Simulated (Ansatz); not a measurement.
**SiH2S (SMILES [SiH]S) at CCSD(T)/STO-3G**

What is the energy change on altering one bond length of SiH2S at CCSD(T)/STO-3G? 

The calculation is run with Ansatz 0.2.0.

46 further runs of the same task are left out: 46 set aside as unsound or not needed.

## Step 1: The system as given

SiH2S has 4 atoms, charge 0, and is taken as a singlet. As SMILES, `[SiH]S`. The shape is that of a PBE0-D4/def2-TZVP optimisation.

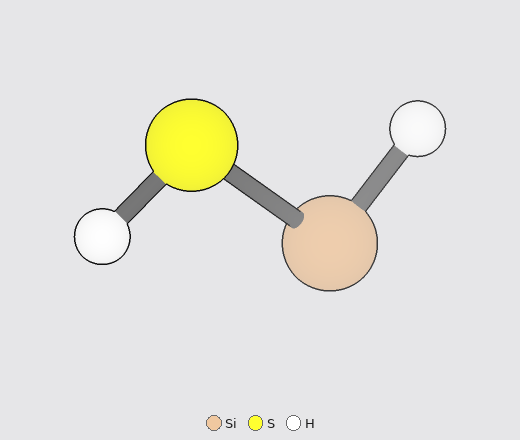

Viewed from a chosen angle; silicon light orange, sulfur yellow, hydrogen white.

## Step 2: A single-point energy at CCSD(T)/STO-3G

Contents of in.yaml:

```yaml
basis:
  gaussian:
    orbitals: STO-3G
crystal:
  periodic: [false, false, false]
  atoms:
    - {symbol: Si, position_ang: [-0.262800, -1.074400, 0.161100]}
    - {symbol: S, position_ang: [0.190500, 0.958800, -0.206600]}
    - {symbol: H, position_ang: [1.017500, -1.190800, 0.981400]}
    - {symbol: H, position_ang: [-0.889700, 1.246000, -0.956200]}
scf:
  omitted_lower_state_checks: [cluster_reference, increment]
correlation:
  method: ccsd_t
  frozen_orbitals: {H: 0, S: 5, Si: 5}
accuracy: high
```

The run is started by

```console
ansatz run in.yaml --threads 1 --pin off --max-ram 2610MiB --events-out events.jsonl --progress --plain --runs-dir runs
```

Standard output (excerpt; [...] marks lines left out):

```text
Warning: RAYON_NUM_THREADS=1 ignored (pool sized by the plan → 1); use --threads N
Functional definition: HF
  name "HF"
[...]
345 factors; integrals over basis functions are off by at most 1.3e-8 eV
[...]
mean field -18500.85921416 eV, -679.8940357876 hartree, gradient 4.8e-8 eV, S^2 0.000000; 0 other end points of the search recorded, 0 dependent functions left out
10 core orbitals not correlated: weight in the atoms' cores, before any rotation towards them, 1.000 or more for the frozen orbitals, at most 0.000 for the correlated occupied ones
reference -18500.85921416 eV, -679.8940357876 hartree; 6, 6 occupied and 4, 4 virtual orbitals, 345 factors
second order -1.59260814 eV of doubles, -0.00000000 eV of singles
cycle   1  -1.96279013 eV  change   -3.7e-1 eV  update   8.3e-2
[...]
cycle  19  -2.24537731 eV  change   8.8e-10 eV  update   1.3e-9
perturbative correction -0.06149977 eV, -0.0022600748 hartree
Total energy: -18503.16609124 eV, -679.9788119567 hartree
Checks for a lower state left out: cluster_reference, increment
```

Run time: 0.16 s. Hardware: 1 thread of AMD EPYC 7R43 (Zen 3), shared host.

## Step 3: The distorted shape

Contents of in.yaml:

```yaml
crystal:
  periodic: [false, false, false]
  atoms:
    - {symbol: Si, position_ang: [-0.582838, -1.045303, -0.043952]}
    - {symbol: S, position_ang: [-0.129538, 0.987897, -0.411652]}
    - {symbol: H, position_ang: [1.017500, -1.190800, 0.981400]}
    - {symbol: H, position_ang: [-1.209738, 1.275097, -1.161252]}
basis:
  gaussian: {orbitals: STO-3G}
correlation: {method: ccsd_t, frozen_orbitals: {H: 0, S: 5, Si: 5}}
accuracy: high
scf: {omitted_lower_state_checks: [cluster_reference, increment]}
```

The run is started by

```console
ansatz run in.yaml --threads 1 --pin off --max-ram 2610MiB --events-out events.jsonl --progress --plain --runs-dir runs
```

Standard output (excerpt; [...] marks lines left out):

```text
Warning: RAYON_NUM_THREADS=1 ignored (pool sized by the plan → 1); use --threads N
Functional definition: HF
  name "HF"
[...]
344 factors; integrals over basis functions are off by at most 8.7e-9 eV
[...]
mean field -18499.27764696 eV, -679.8359142652 hartree, gradient 2.7e-8 eV, S^2 0.000000; 0 other end points of the search recorded, 0 dependent functions left out
10 core orbitals not correlated: weight in the atoms' cores, before any rotation towards them, 1.000 or more for the frozen orbitals, at most 0.000 for the correlated occupied ones
reference -18499.27764696 eV, -679.8359142652 hartree; 6, 6 occupied and 4, 4 virtual orbitals, 344 factors
second order -1.87698010 eV of doubles, -0.00000000 eV of singles
cycle   1  -2.34247324 eV  change   -4.7e-1 eV  update   9.6e-2
[...]
cycle  22  -2.71745597 eV  change   5.5e-10 eV  update  8.2e-10
perturbative correction -0.06777684 eV, -0.0024907530 hartree
Total energy: -18502.06287977 eV, -679.9382696829 hartree
Checks for a lower state left out: cluster_reference, increment
```

It took 0.16 s on 1 thread of AMD EPYC 7R43 (Zen 3), shared host.

## Step 4: Results

Level: CCSD(T)/STO-3G, 10 core orbitals frozen.

```
                                                          quantity          value
                                         first shape: total energy  -679.97881 Eh
         first shape: correlation energy (10 core orbitals frozen)      -84.8 mEh
                                       first shape: (T) correction      -2.26 mEh
                                        first shape: T1 diagnostic          0.022
                                     distorted shape: total energy  -679.93827 Eh
     distorted shape: correlation energy (10 core orbitals frozen)     -102.4 mEh
                                   distorted shape: (T) correction      -2.49 mEh
                                    distorted shape: T1 diagnostic          0.024
energy change with the Si1–H3 bond stretched from 1.525 to 1.906 Å       1.103 eV
```

In words: With the Si1–H3 bond stretched from 1.525 to 1.906 Å the energy rises by 1.10 eV (25 kcal/mol). The first shape isn't relaxed at this level, so the change isn't measured from a minimum. The minimal basis adds a large error of its own. The T1 diagnostic (first shape) of 0.022 is above the customary mark for such species, so a single reference may not serve. The triples (first shape) make up 2.7 % of the correlation energy. The T1 diagnostic (distorted shape) of 0.024 is above the customary mark for such species, so a single reference may not serve. The triples (distorted shape) make up 2.4 % of the correlation energy.
